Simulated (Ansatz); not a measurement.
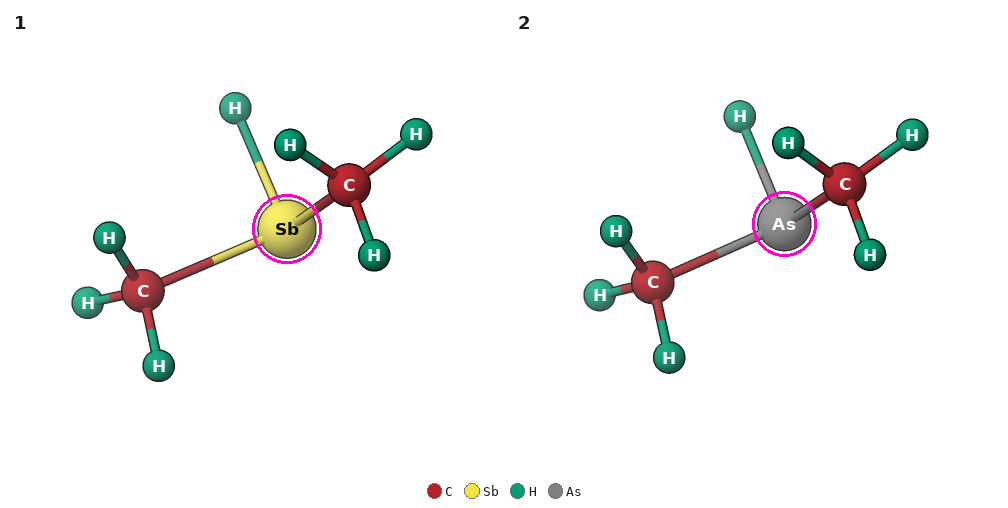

2 molecules with one skeleton, seen from the same side and at one scale; the atom that differs is circled. Each species is neutral and a spin singlet. Computed geometries: PBE0-D4/def2-TZVP optimisations, one conformation each. Properties computed with Ansatz 0.2.0. Elements past Kr carry core potentials.

One atom differs, called X below: Sb in panel 1, As in panel 2. Their formulas are C2H7Sb (`[CH3][SbH][CH3]`), C2H7As (`C[AsH]C`).

> In which is the dipole moment larger (ωB97M-V/def2-TZVPP)?

In panel 2 (X = As).

> In which is the length of X–H larger (PBE0-D4/def2-TZVP)?

In panel 1 (X = Sb).

Give the values. With PBE0-D4/def2-TZVP: mean length of X–C (Å), length of X–H (Å), angle C–X–C (°), harmonic zero-point energy (kJ/mol). With ωB97M-V/def2-QZVPP: HOMO energy (Kohn–Sham orbital) (eV), HOMO–LUMO gap (eV). With ωB97M-V/def2-TZVPP: dipole moment (D).

| quantity | 1 (Sb) | 2 (As) | 2 − 1 |
| --- | --- | --- | --- |
| mean length of X–C (Å) | 2.159 | 1.968 | −0.191 |
| length of X–H (Å) | 1.715 | 1.527 | −0.188 |
| angle C–X–C (°) | 95.0 | 97.5 | +2.5 |
| HOMO energy (Kohn–Sham orbital) (eV) | −8.78 | −8.98 | −0.20 |
| HOMO–LUMO gap (eV) | 10.02 | 10.65 | +0.63 |
| dipole moment (D) | 0.69 | 0.96 | +0.27 |
| harmonic zero-point energy (kJ/mol) | 208.4 | 215.0 | +6.6 |
